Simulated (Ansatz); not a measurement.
LiHf3As2

```
CELL_PARAMETERS angstrom
6.41400 0.00000 0.00000
-3.20700 5.55468 0.00000
0.00000 0.00000 3.90363
ATOMIC_POSITIONS crystal
Li 0.00000 0.00000 0.00000
Hf 0.50000 0.00000 0.50000
Hf 0.50000 0.50000 0.50000
Hf 0.00000 0.50000 0.50000
As 0.33333 0.66667 0.00000
As 0.66667 0.33333 0.00000
```

Space group P6/mmm; a structure generated by program, which may or may not match a known phase; computed without spin polarisation.

Method: Ansatz 0.2.0, DFT PBE, scalar-relativistic, plane waves, PAW.

Question: What can the converged valence pseudo-density and electron localisation function tell about the bonding?

Answer: Hf–As (2.69 Å): ρ is about 0.34 e/Å³ halfway; the ELF is about 0.30 at the midpoint.
Li–As (3.70 Å): ρ at the midpoint is about 0.06 e/Å³, with its minimum of 0.03 e/Å³ about 1.1 Å from Li; the ELF is about 0.25 at the midpoint (no shared electron pair shows on this line).
Li–Hf (3.75 Å): the density is about 0.06 e/Å³ at the midpoint, with its minimum of 0.03 e/Å³ about 1.1 Å from Li; the ELF is about 0.20 at the midpoint (no localised pair shows between them).

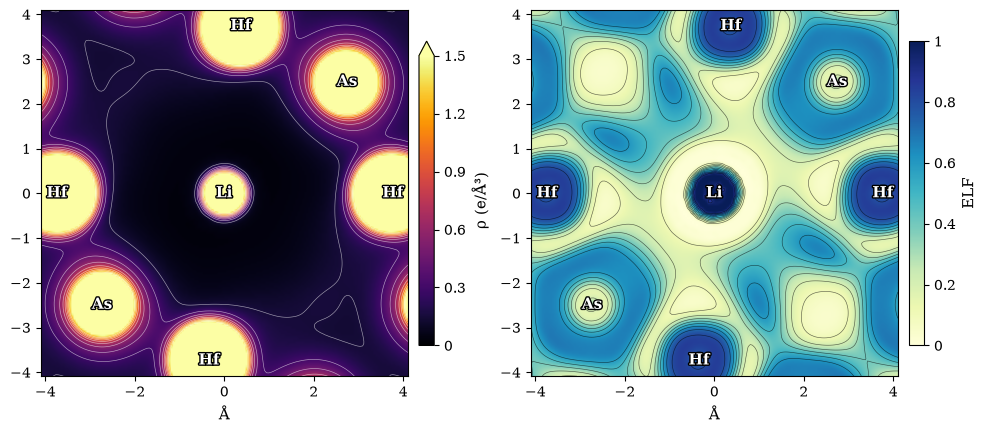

Computed valence pseudo-density and electron localisation function on the (111) plane of the conventional cell, in this order. 

The density is the valence pseudo-density of a PAW calculation; it isn't the true density close to the nuclei.
